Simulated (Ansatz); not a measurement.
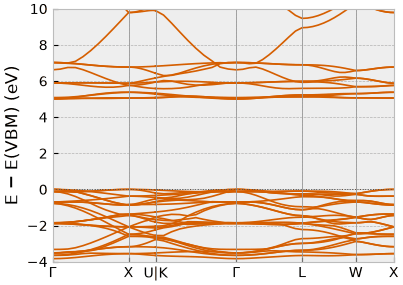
Band structure from r²SCAN in the plane-wave PAW code Ansatz

Task: Read off the gap and where the band edges lie.

Result: About 5.0 eV (5.00 eV by a search for the band edges); maximum at X, minimum at Γ.

The material is Mg2TiO4 (spinel, Fd-3m).

The cell is a constructed one: a structure type filled with these elements; neither database checked (COD, Materials Project) lists it. Whether it is the stable phase at ambient conditions was not checked. Symmetry was held in the r²SCAN relaxation; whether a distortion lowers the energy is not shown. The run is not spin-polarised.

Potentials: the earlier of the program's two PAW sets.
